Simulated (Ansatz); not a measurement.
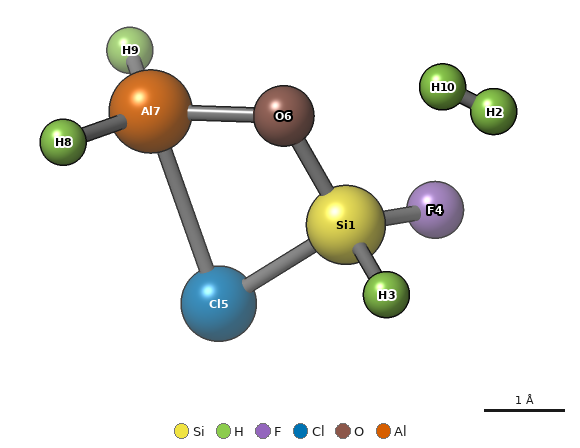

Starting structure of AlSiH$_{5}$OClF. The picture is a ball-and-stick view, seen at a tilt.

The run prepares an end point of a later path (reaction) calculation, from a guessed geometry.

Theory: Ansatz, RKS PBE0-D4/def2-SVP.

Input
```yaml
crystal:
  periodic: [false, false, false]
  atoms:
    - { symbol: Si, position_ang: [-0.015209, -0.565633, -0.141559] }
    - { symbol: H, position_ang: [0.812659, 0.649186, 2.080391] }
    - { symbol: H, position_ang: [1.165139, 0.208148, -0.548841] }
    - { symbol: F, position_ang: [-1.217727, 0.44021, 0.196035] }
    - { symbol: Cl, position_ang: [-0.681485, -1.696885, -1.817052] }
    - { symbol: O, position_ang: [0.179479, -1.796568, 0.929396] }
    - { symbol: Al, position_ang: [-0.296369, -3.378589, 0.271401] }
    - { symbol: H, position_ang: [0.881989, -4.291921, -0.25406] }
    - { symbol: H, position_ang: [-1.757894, -3.875914, 0.605761] }
    - { symbol: H, position_ang: [0.837019, -0.066034, 2.148528] }
basis:
  gaussian: { orbitals: def2-SVP }
hamiltonian:
  xc: pbe0
  dispersion: d4
relax:
  f_tol: 0.03
  max_steps: 50
```

Run as
```bash
ansatz run input.yaml --threads 2 --pin off --max-ram 3072MiB --backend cpu --events-out ev --progress --plain --runs-dir out
```

Q: Predict the outcome.

A: After 3 geometry steps the energy has fallen by 2.79 kcal/mol. The largest force component goes from 1.8 to 0.019 eV/Å. The largest move after the best rigid fit is that of H2, 0.45 Å. By element the largest moves are H 0.45 Å, Si 0.14 Å, Cl 0.14 Å, F 0.12 Å, O 0.12 Å, Al 0.09 Å. Among the contacts that change: H2–H10 0.719 → 0.762 Å, Si1–O6 1.643 → 1.609 Å, Cl5–Al7 2.709 → 2.721 Å. Cost: 15 s on 2 threads of Intel(R) Xeon(R) Platinum 8375C CPU @ 2.90GHz (Ice Lake), with other jobs on the host, peak memory 0.27 GiB.

Step by step:

```
step  E − E(0), kcal/mol  largest force component, eV/Å
   0                0.00                         1.8127
   1               -2.18                         0.5744
   2               -2.75                         0.1401
   3               -2.79                         0.0189
```

The structure at the end:

```xyz
10

Si   -0.0624   -0.6397   -0.2452
H     0.9515    0.9054    2.4175
H     1.1199    0.1407   -0.6380
F    -1.2541    0.3795    0.0965
Cl   -0.7293   -1.7787   -1.9135
O     0.1334   -1.8266    0.8236
Al   -0.3241   -3.4309    0.2099
H     0.8662   -4.3401   -0.2930
H    -1.7818   -3.9293    0.5577
H     0.9882    0.1457    2.4545
```

After the run, drawn alike:

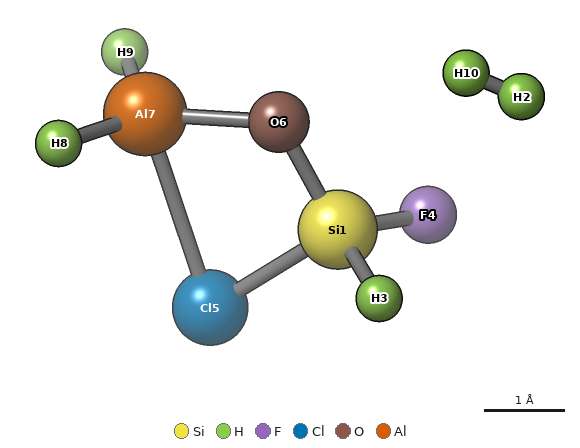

Limits of the set-up: the start holds two separate molecules, 2.2 Å apart at their closest, whose relative position is a soft coordinate.
